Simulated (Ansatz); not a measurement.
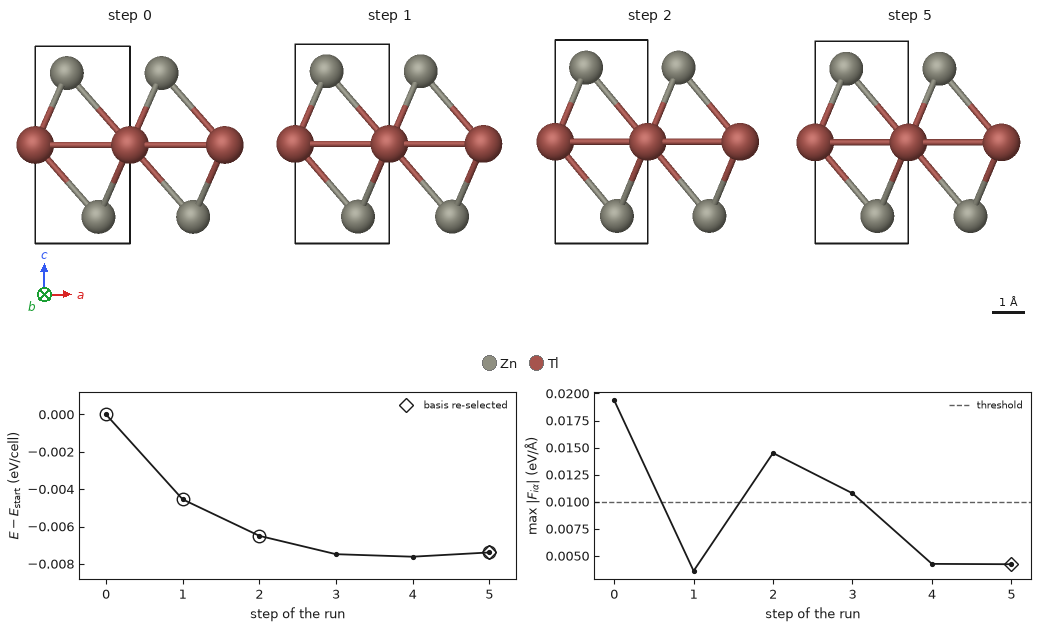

Frames of a relaxation of crystalline TlZn2 (a generated structure, set up in P-3m1), marked on the history of the run. The picture is a ball-and-stick view of the cell of the calculation, repeated 2 × 1 × 1 with one cell outlined, seen along the b axis.

Level of theory: DFT PBE, scalar-relativistic, plane waves, PAW in Ansatz. (plane-wave cutoff 420 eV; k-point mesh 18 × 18 × 8; occupations gaussian; smearing width 0.1 eV; no spin polarisation; cell and atoms relaxed; force threshold 0.01 eV/Å; at most 80 steps)

### What happens along the run?

The energy falls by 7.4 meV per cell of the calculation in 4 accepted moves (5 points after the start). The largest force component goes from 0.019 to 0.0042 eV/Å. The pressure goes from 0.01 to −0.01 GPa. The SCF was repeated once at an unchanged geometry on a basis and grid sized afresh for the cell, which shifted the energy by 0.2 meV per cell of the calculation at most. The atoms keep their places relative to the cell (all moves are under 0.005 Å). Cell: a = b 3.470 → 3.410 Å (−1.7 %), c 6.250 → 6.413 Å (+2.6 %). Volume −0.9 %. Near-neighbour distances that change, for instance: Tl–Tl 3.470 → 3.410 Å, Tl–Zn 3.035 → 3.055 Å, Zn–Zn 2.621 → 2.628 Å. The space group stays P-3m1 (No. 164). Cost: 4.6 min on 1 thread of Intel(R) Xeon(R) Processor @ 2.50GHz (Skylake/Cascade Lake), with other jobs on the host, peak memory 0.62 GiB. From step 0 to 1: volume −0.3 %, energy −4.5 meV per cell of the calculation. From step 1 to 2: volume −1.3 %, energy −2.0 meV per cell of the calculation. From step 2 to 5: volume +0.7 %, energy −0.9 meV per cell of the calculation.

```tsv
step	E − E(0), meV/atom	largest force component, eV/Å	pressure, GPa	volume, Å³/atom	note
0	0.00	0.0194	0.01	21.721	
1	-1.52	0.0036	0.01	21.650	
2	-2.17	0.0145	0.21	21.374	
3	-2.49	0.0108	-0.04	21.581	
4	-2.54	0.0043	0.00	21.534	
5	-2.46	0.0042	-0.01	21.534	same geometry, new basis
```
